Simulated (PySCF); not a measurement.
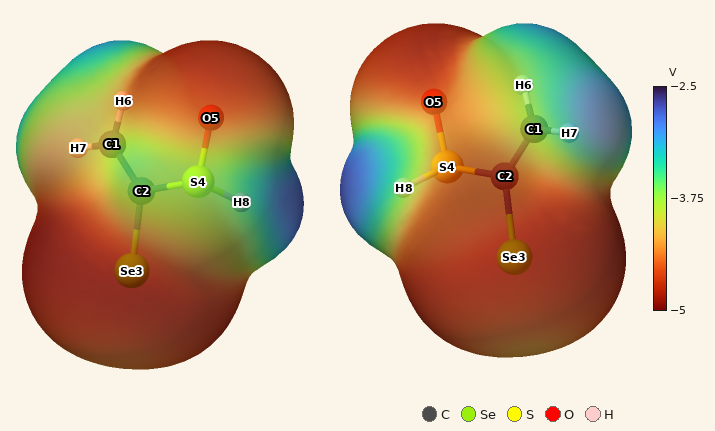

Figure. C$_{2}$H$_{3}$OSSe, charge −1, SMILES `C=C([Se-])[SH]=O`. Electrostatic potential on the surface of electron density 0.001 a.u. (back view left, front view right).

Level of theory: r2SCAN/def2-SVPD (PySCF), at a geometry from GFN2-xTB. No frequency check shows the geometry to be a minimum. GFN2-xTB bond lengths at metals and heavier atoms can be off by up to 0.1 Å and shapes distorted, which carries into these values.

Coordinates in Å:

```
C1      -0.5096    1.8497   -0.0021
C2      -0.1666    0.5738   -0.0127
Se3      1.5307   -0.1909    0.0061
S4      -1.4603   -0.6976   -0.1278
O5      -2.7750   -0.0575    0.0962
H6      -1.5527    2.1261   -0.0272
H7       0.2243    2.6355    0.0496
H8      -1.0927   -1.1885    1.1343
```

Where are the extremes of the potential on the surface?

Highest: −2.75 V, 1.4 Å from H8. Further maxima include −3.11 V, 1.4 Å from H6; −3.57 V, 2.1 Å from S4. Lowest: −4.96 V, 2.5 Å from Se3. The surface is sampled at points, so like sites can differ by a few per cent and only the strongest of them is named.

Run time: 50 s on 1 thread of Arm Neoverse V2, on a shared host, peak memory 0.61 GiB.
